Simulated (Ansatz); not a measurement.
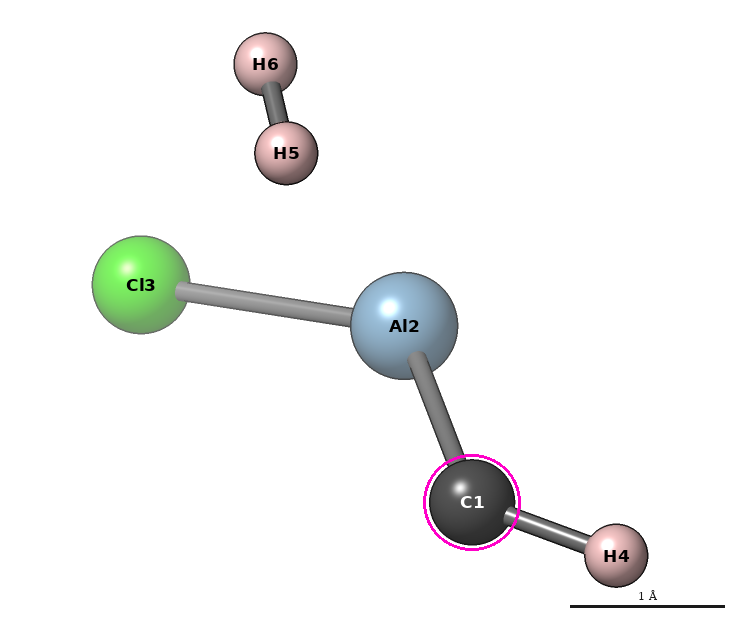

Orthographic view. Depth is shown by fading: the farther an atom, the more it takes the colour of the background. Charge 0, doublet. The geometry was computed by an optimisation with PBE0-D4/def2-TZVP. No frequency run is at hand to confirm it as a minimum.

Question: Which atoms are bonded to the circled atom?

Answer: The circled atom is C1; it is bonded to Al2, H4.

Question: Which atom is farthest from the viewer?

Answer: Cl3, 2.1 Å behind the mean position.

Question: Which two atoms are farthest apart in space?

Answer: Cl3 and H4, 4.66 Å.

Question: Of C1 and Al2, which is nearer the viewer?

Answer: C1; the bond to Al2 points away from the viewer, so it looks shorter than its 1.86 Å.
